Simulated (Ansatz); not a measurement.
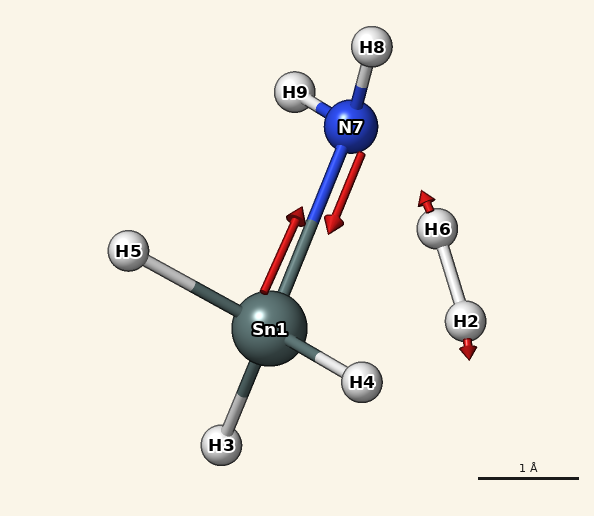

Arrows show the forces on the atoms, 0.7 Å of arrow for 1 eV/Å; forces under a tenth of the largest aren't drawn. Level of theory: PBE0-D4/def2-SVP (Ansatz 0.2.0).

Along which bond is the force strongest?

Answer. Sn1–N7, now 2.453 Å: the forces pull its atoms together, so a first step downhill shortens it.

List the force components in the frame of the picture (x right, y up, z towards the viewer), in eV/Å.

```
atom     Fx     Fy     Fz
 Sn1   0.56   1.24  −0.71
  H2   0.03  −0.31   0.09
  H3   0.01   0.00   0.00
  H4   0.00   0.01  −0.01
  H5   0.01  −0.01  −0.01
  H6  −0.13   0.32  −0.07
  N7  −0.48  −1.17   0.72
  H8  −0.01  −0.06  −0.02
  H9   0.02  −0.03   0.01
```
